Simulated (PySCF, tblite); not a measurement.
**C₆H₅FNS radical: geometry, infrared bands and EPR parameters**

Wanted: the infrared bands and EPR parameters of C₆H₅FNS radical (`Cc1c(F)cncc1[S]`), by calculation.

Programs: tblite 0.8.0 and PySCF 2.14.0, with density-fitted response routines of our own. Each step states its level of theory. These are calculated values for one molecule in the gas phase, unless marked as measured. Atoms are numbered from 0 throughout.

### 1 The molecule as given

14 atoms, charge 0, multiplicity 2; geometry from: force field or distance geometry start.

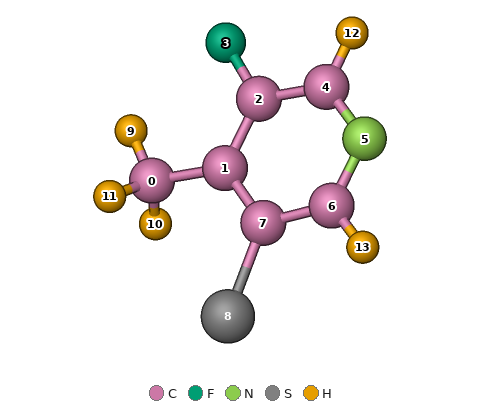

As it starts; carbon pink, fluorine teal, nitrogen green, sulfur grey, hydrogen amber, atoms numbered; sticks join atoms by distance.

### 2 Relaxing the molecule with GFN2-xTB

Job settings and geometry (Å):

```
{"job": {"kind": "relax", "xc": "GFN2-xTB", "basis": "xTB"}, "charge": 0, "multiplicity": 2}
C     -1.895700     0.571700    -0.024900
C     -0.474700     0.139400    -0.015100
C      0.543000     1.040200    -0.342900
F      0.232900     2.314000    -0.699400
C      1.862800     0.644900    -0.324500
N      2.280300    -0.593500    -0.006000
C      1.299800    -1.465100     0.322800
C     -0.059500    -1.157600     0.345700
S     -1.235000    -2.466000     0.810500
H     -2.005800     1.622900    -0.317700
H     -2.483300    -0.017600    -0.745600
H     -2.353500     0.480300     0.973600
H      2.639300     1.351600    -0.586100
H      1.648800    -2.465500     0.587500
```

Launch:

```bash
OMP_NUM_THREADS=1 python probes_run.py task.json out
```

One launch serves the whole session: the jobs run in the order shown.

Standard output:

```text
step      E/eV     max force
  0    -714.33249    2.405
  1    -714.46999    1.473
  2    -714.52648    0.666
  3    -714.54618    0.424
  4    -714.55044    0.191
  5    -714.55289    0.095
  6    -714.55460    0.112
  7    -714.55623    0.110
  8    -714.55718    0.074
  9    -714.55804    0.089
 10    -714.55898    0.092
 11    -714.56003    0.106
 12    -714.56085    0.076
 13    -714.56140    0.050
 14    -714.56182    0.052
 15    -714.56226    0.054
 16    -714.56263    0.049
 17    -714.56281    0.030
 18    -714.56288    0.020
 19    -714.56292    0.016
 20    -714.56295    0.014
 21    -714.56297    0.010
 22    -714.56298    0.008
```

Run time: 0.61 s. Hardware: 1 thread of Intel Xeon at 2.50GHz, shared host; peak memory 0.18 GiB.

Step by step:

```csv
step,energy from step 0 (eV),largest force (eV/Å)
0,0.0000,2.4049
1,-0.1375,1.4729
2,-0.1940,0.6663
3,-0.2137,0.4244
4,-0.2179,0.1912
5,-0.2204,0.0947
6,-0.2221,0.1123
7,-0.2237,0.1105
8,-0.2247,0.0741
9,-0.2255,0.0889
10,-0.2265,0.0917
11,-0.2275,0.1062
12,-0.2284,0.0757
13,-0.2289,0.0501
14,-0.2293,0.0517
15,-0.2298,0.0545
16,-0.2301,0.0492
17,-0.2303,0.0297
18,-0.2304,0.0201
19,-0.2304,0.0157
20,-0.2305,0.0139
21,-0.2305,0.0103
22,-0.2305,0.0083
```

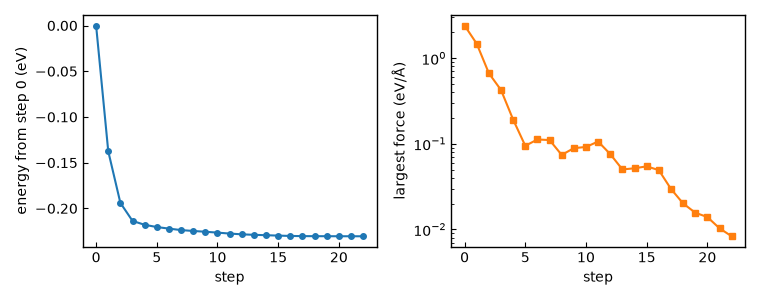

Energy and largest force along the relaxation.

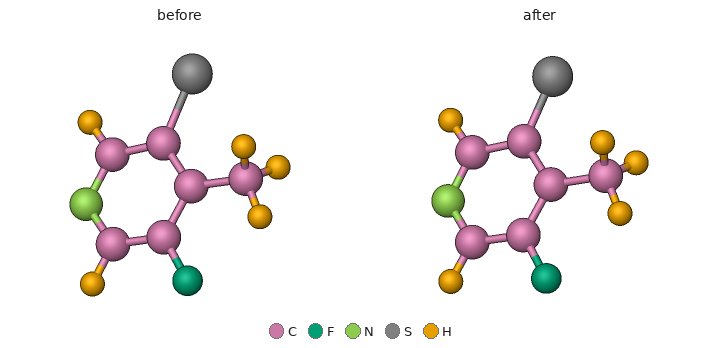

Before and after, at one scale.

Close pairs (by a distance rule), those that changed most:

```csv
bond,before (Å),after (Å),change (Å)
C7–S8,1.819,1.711,-0.108
N5–C6,1.352,1.308,-0.045
C4–N5,1.345,1.321,-0.025
C6–C7,1.394,1.408,+0.015
C2–F3,1.359,1.346,-0.013
C0–H11,1.102,1.090,-0.012
C6–H13,1.092,1.080,-0.012
C0–H10,1.101,1.090,-0.011
```

The next job starts from the end point, and lists it.

### 3 Infrared spectrum with GFN2-xTB

Job settings and geometry (Å):

```
{"job": {"kind": "ir", "xc": "GFN2-xTB", "basis": "xTB"}, "charge": 0, "multiplicity": 2}
C     -1.906574     0.561673    -0.020770
C     -0.471644     0.161570    -0.013435
C      0.548771     1.040674    -0.346054
F      0.254093     2.307360    -0.692935
C      1.878217     0.643334    -0.329556
N      2.217459    -0.588961     0.002480
C      1.293843    -1.457539     0.323819
C     -0.079459    -1.145180     0.337153
S     -1.219492    -2.344970     0.772847
H     -2.020347     1.601857    -0.312901
H     -2.462440    -0.071344    -0.712192
H     -2.335335     0.414541     0.970366
H      2.673275     1.326555    -0.586883
H      1.628956    -2.450043     0.585893
```

Standard output:

```text
mode    cm-1     km/mol
  1      64.6      1.21
  2     106.9      2.53
  3     190.3      0.11
  4     214.0      3.19
  5     257.1      2.95
  6     279.9      2.66
  7     393.7      1.50
  8     429.9      9.95
  9     455.5      0.40
 10     514.5     15.89
 11     519.9      3.43
 12     623.7     26.28
 13     660.2      0.30
 14     807.1     59.68
 15     828.7     13.54
 16     857.7      0.08
 17     889.1     34.09
 18    1019.8      6.64
 19    1030.6     23.66
 20    1138.8      8.62
 21    1158.2     19.61
 22    1199.5     14.90
 23    1224.0     29.80
 24    1291.7     31.18
 25    1363.3     76.48
 26    1400.1     16.82
 27    1432.4     25.57
 28    1450.2     13.53
 29    1465.5     12.08
 30    1504.4    145.69
 31    1542.1     49.01
 32    3003.5      7.01
 33    3019.2      4.25
 34    3059.9      5.70
 35    3087.4      2.42
 36    3095.4      3.40
```

Wall time 2 s (1 thread of Intel Xeon at 2.50GHz, shared host); peak memory 0.18 GiB.

The strongest bands and the atoms that carry them (share of the mass-weighted mode):

```csv
cm⁻¹,km/mol,atoms
624,26.3,"N5 35 %, F3 18 %, S8 12 %, C0 10 %"
807,59.7,"C0 24 %, C4 21 %, N5 15 %, C6 14 %"
889,34.1,"C7 20 %, F3 17 %, C1 16 %, C6 12 %"
1224,29.8,"H12 29 %, H13 14 %, C2 12 %, C4 11 %"
1292,31.2,"C2 21 %, C1 20 %, C6 18 %, C7 15 %"
1363,76.5,"N5 21 %, C2 18 %, H13 18 %, C1 12 %"
1504,145.7,"C4 37 %, C2 20 %, C6 13 %, C7 10 %"
1542,49.0,"C1 29 %, C2 25 %, N5 20 %, C6 11 %"
```

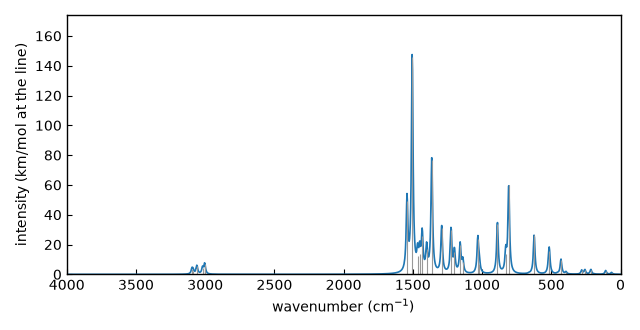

The infrared spectrum from these modes, unscaled. Lines are broadened to a width of 14 cm⁻¹ (Lorentzian).

### 4 g tensor and hyperfine couplings: B3LYP/pcH-1

Settings changed since step 3:

```diff
@@ -1,2 +1,2 @@
-{"job": {"kind": "ir", "xc": "GFN2-xTB", "basis": "xTB"}, "charge": 0, "multiplicity": 2}
+{"job": {"kind": "epr", "basis": "pcH-1"}, "charge": 0, "multiplicity": 2}
 C     -1.906574     0.561673    -0.020770
```

With the program's defaults for keys left out, this is: UKS B3LYP, pcH-1 on C F H N S, non-relativistic, mean-field spin-orbit, GIAO.

Standard output:

```text
UKS, coarse grid
  cycle   1  E = -784.34669091  |g| = 4.19e-01
  cycle   2  E = -784.25088215  |g| = 6.56e-01
  cycle   3  E = -784.41814637  |g| = 7.39e-02
  cycle   4  E = -784.42020885  |g| = 4.25e-02
  cycle   5  E = -784.42116944  |g| = 1.32e-02
  cycle   6  E = -784.42128521  |g| = 6.74e-03
  cycle   7  E = -784.42132151  |g| = 3.43e-03
  cycle   8  E = -784.42133131  |g| = 1.79e-03
  cycle   9  E = -784.42133433  |g| = 7.63e-04
UKS, final grid
  cycle   1  E = -784.42131053  |g| = 1.21e-03
  cycle   2  E = -784.42130869  |g| = 2.32e-03
  cycle   3  E = -784.42131136  |g| = 2.19e-04
  cycle   4  E = -784.42131140  |g| = 1.10e-04
  cycle   5  E = -784.42131143  |g| = 9.32e-05
  cycle   6  E = -784.42131144  |g| = 2.24e-05
E = -784.42131144 Eh   <S^2> = 0.7658 (exact 0.7500)
g shifts (ppm)      1          2          3
  rmc          -197       -197       -197
  gc            -10         43         41
  oz_so          25      11121     169844
  total        -182      10969     169692
hyperfine (MHz)  atom isotope    a_iso     a_fc   dipolar eigenvalues
    0   13C      -5.23      -5.23     -0.38     -0.35      0.74
    1   13C      12.40      12.40    -11.40    -10.90     22.31
    2   13C     -16.32     -16.32    -11.39      5.47      5.91
    3   19F     -12.16     -12.16    -31.58     12.23     19.35
    4   13C      18.72      18.72    -16.77    -15.20     31.97
    5   14N      -3.97      -3.97     -5.22      2.43      2.79
    6   13C      15.43      15.43    -14.85    -14.55     29.40
    7   13C     -22.93     -22.93     -7.06      2.64      4.42
    8   33S      14.62      14.62    -68.85    -68.36    137.21
    9    1H       0.23       0.23     -1.11     -1.06      2.17
   10    1H      12.54      12.54     -2.34     -1.25      3.59
   11    1H      12.50      12.50     -2.34     -1.25      3.60
   12    1H     -13.66     -13.66     -7.99     -0.58      8.57
   13    1H     -12.55     -12.55     -4.18     -2.22      6.40
```

It took 3.7 min on 1 thread of Intel Xeon at 2.50GHz, shared host; peak memory 0.97 GiB.

Principal g values 2.00214, 2.01329, 2.17201; g(iso) = 2.06248, against 2.00232 for a free electron. They are not to be trusted: the run shows a large g shift, which the driver flags as unsure.

Mean a(iso) over the nuclei that a row names, and the largest dipolar term of the row (other rows stand at the frozen geometry):

```csv
nuclei,isotope,a(iso) (MHz),"a(iso) (G, at g = 2.0023)",largest dipolar term (MHz)
C7,13C,-22.9,-8.2,-7.1
C4,13C,18.7,6.7,32.0
C2,13C,-16.3,-5.8,-11.4
C6,13C,15.4,5.5,29.4
S8,33S,14.6,5.2,137.2
H12,1H,-13.7,-4.9,8.6
H13,1H,-12.5,-4.5,6.4
C1,13C,12.4,4.4,22.3
F3,19F,-12.2,-4.3,-31.6
"H9, H10, H11",1H,8.4,3.0,3.6
C0,13C,-5.2,-1.9,0.7
N5,14N,-4.0,-1.4,-5.2
```

Mulliken spin populations:

C0 -0.01; C1 0.14; C2 -0.08; F3 0.00; C4 0.19; N5 -0.07; C6 0.18; C7 -0.10; S8 0.76; H9 0.00; H10 0.01; H11 0.01; H12 -0.01; H13 -0.01

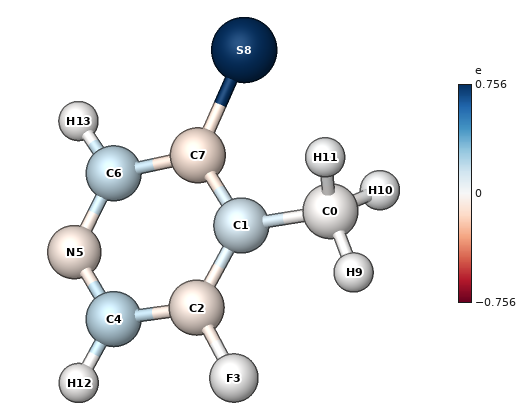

Mulliken spin populations, as colours on the atoms.

The fields below are evaluated on a grid from the run's orbitals.

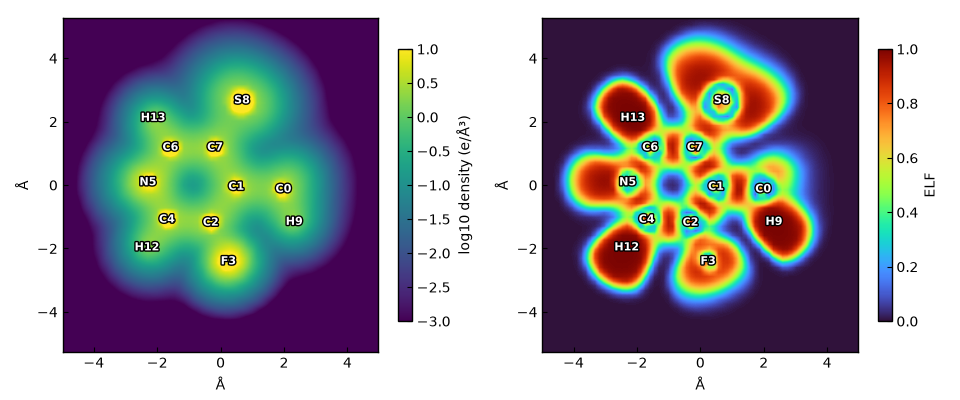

Density (left) and ELF (right) in a plane through or near 12 of the atoms.

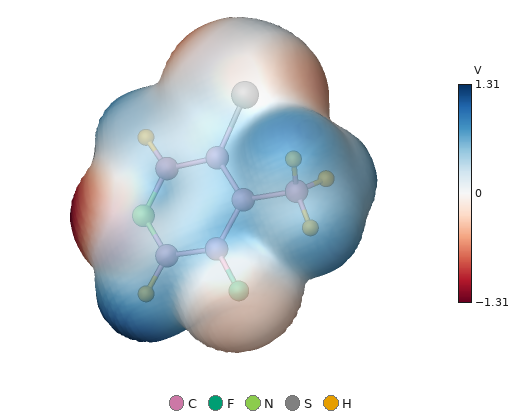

Electrostatic potential on the surface of density 0.002 e/bohr³; red is low, blue high. It runs from -1.31 V near N5 to 1.12 V near H12.

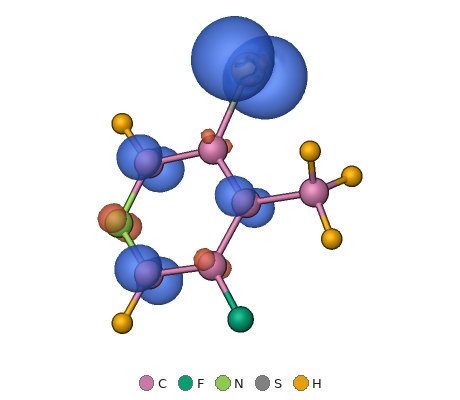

Spin density at ±0.05 e/Å³ (alpha excess blue, beta excess red).

### 5 Outcome

| quantity | value |
| --- | --- |
| strongest single infrared mode (GFN2-xTB) | 1504 cm⁻¹, 146 km/mol |
| zero-point energy (GFN2-xTB) | 59.4 kcal/mol |
| g(iso) (B3LYP) | 2.06248 |
| ⟨S²⟩ | 0.766 (exact 0.75) |
| largest a(iso) (averaged by class) | 13C on C7, -22.9 MHz |
| surface potential, least and greatest | -1.31 V and 1.12 V |
| property runs in this session | 1, of which 0 failed and 1 gave unsound results |

In words: Relaxing lowered the energy by 0.230 eV in 22 steps; the close pair that moved most is C7–S8, from 1.819 to 1.711 Å. No mode is imaginary among the 36: a minimum at this level. The strongest single mode, at 1504 cm⁻¹, is carried by C4, C2, C6, C7. GFN2-xTB is a fitted tight-binding method: band positions and strengths are rough. Its intensities can rank the bands wrongly. Most of the unpaired spin sits on S8 (0.76 e). The isotropic g lies 60.2 ppt above the free-electron value. These values are not to be trusted: the run shows a large g shift, which the driver flags as unsure.
